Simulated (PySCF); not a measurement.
## A study: C₄H₆N, doublet, SMILES `C#CC([CH2])N`

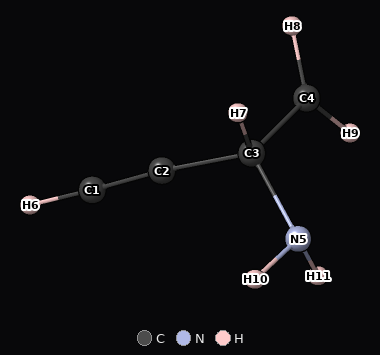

The molecule, with its atoms numbered as below. No frequency check shows the geometry to be a minimum.

Cartesian coordinates (Å):

```
C1      -2.1146   -0.0608   -0.1527
C2      -0.9587   -0.0067    0.1594
C3       0.4921    0.0267    0.4194
C4       0.9591    1.2999   -0.1658
N5       1.1824   -1.1312   -0.1281
H6      -3.1371   -0.1009   -0.3874
H7       0.6382    0.0194    1.5100
H8       0.7757    2.2207    0.3504
H9       1.2841    1.3306   -1.1874
H10      0.7457   -1.9895    0.1906
H11      1.1492   -1.1166   -1.1420
```

## 1. Bonding charge

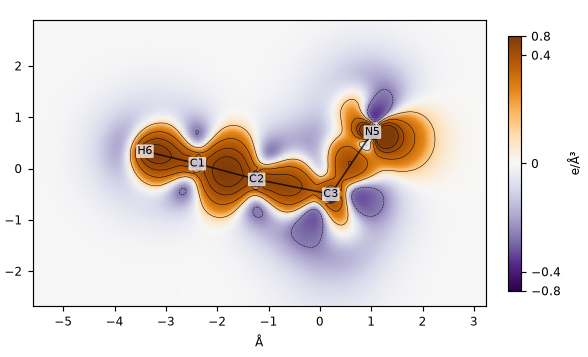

Deformation density (molecule less spherical, spin-averaged free atoms) in the plane of C1, C2, C3, N5 and H6; colour scale in e/Å³, logarithmic beyond ±0.1; orange: gain, purple: loss.

Computed with PySCF, ωB97X/def2-SVP, geometry: GFN2-xTB. The stability of the open-shell solution wasn't checked. GFN2-xTB doesn't know the spin state, so this open-shell geometry is rough.

Question: Describe the bonding that the map shows.

Answer: C1–C2: +0.78 e/Å³ at the bond critical point (bond length 1.20 Å, Mayer order 2.6). C1–H6: +0.77 e/Å³ at the bond critical point (bond length 1.05 Å, Mayer order 1.1). C2–C3: +0.47 e/Å³ at the bond critical point (bond length 1.47 Å, Mayer order 0.9). C3–N5: +0.37 e/Å³ at the bond critical point (bond length 1.46 Å, Mayer order 1.1). In all, 2.6 electrons gather in the regions of gain relative to the promolecule.

## 2. Bond critical points

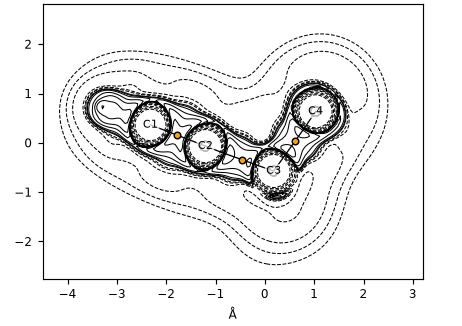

Negative Laplacian of the density (−∇²ρ) in the plane of C1, C2, C3 and C4 (solid lines positive, dashed lines negative, contours at ±0.02 to ±8 a.u.), with bond paths and bond critical points (dots).

Question: At which bond critical points in this plane is charge locally concentrated, and at which depleted?

Answer: Concentrated (∇²ρ < 0): C1–C2 (−1.01 a.u.); C3–C4 (−0.66 a.u.); C2–C3 (−0.64 a.u.). At none is it depleted.

## 3. Local ionisation energy

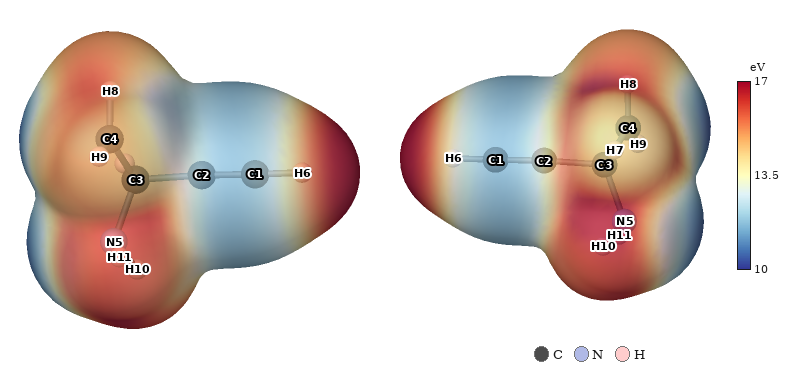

Average local ionisation energy on the surface of electron density 0.001 a.u. (back view left, front view right).

Question: Locate the minima of the map.

Answer: The lowest value is 10.3 eV, over C4, off the plane of its three bonds (2.0 Å). Further minima include 10.5 eV, 1.9 Å from N5; 11.4 eV, over C4, off the plane of its three bonds (2.0 Å); 11.4 eV, off the C1–C2 bond (2.1 to 2.2 Å from its atoms). For comparison, the highest occupied orbital lies at −8.5 eV.

## 4. Spin density

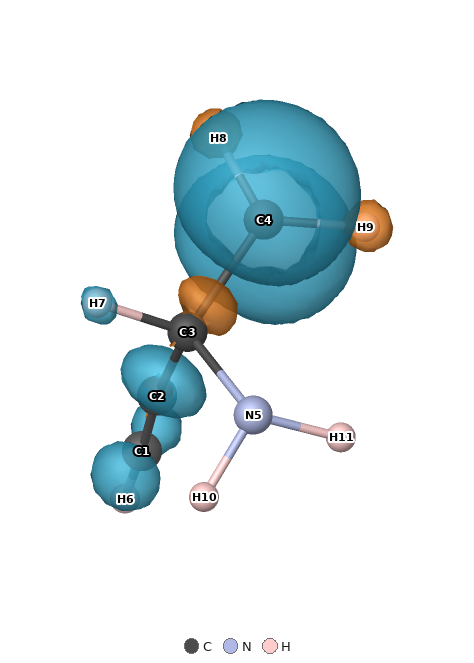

Spin density ρα − ρβ at ±0.03 e/Å³ (light blue: excess α, orange: excess β).

Question: How is the spin shared among the atoms?

Answer: Hirshfeld spin populations: C4 +0.75, H9 +0.05, H8 +0.05, C3 +0.05 and C1 +0.04. ⟨S²⟩ = 0.76, as for a pure state. The picture also shows regions of β spin from spin polarisation; the Hirshfeld sums, whose atoms overlap, net them against the α spin of neighbours.

## 5. Removing or adding an electron

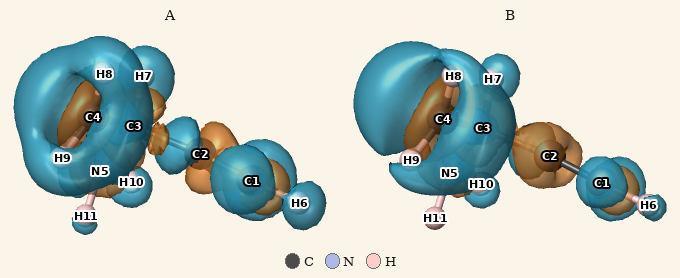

The two Fukui functions at ±0.02 e/Å³ (light blue positive, orange negative).

PySCF calculation, B3LYP/aug-cc-pVDZ, gas phase; geometry: GFN2-xTB. GFN2-xTB doesn't know the spin state, so this open-shell geometry is rough.

Question: Why do the two look alike?

Answer: The electron leaves from or enters the same singly occupied orbital. A is f⁻, B is f⁺. f⁻ (Hirshfeld-condensed) is largest on C4 (0.33); the vertical ionisation energy is 8.45 eV (to the singlet cation, which needn't be its lowest state). f⁺ (Hirshfeld-condensed) is largest on C4 (0.33); the vertical electron affinity is 0.09 eV (to the singlet anion, which needn't be its lowest state; the anion's highest orbital has positive energy, so this value and f⁺ depend on the basis).
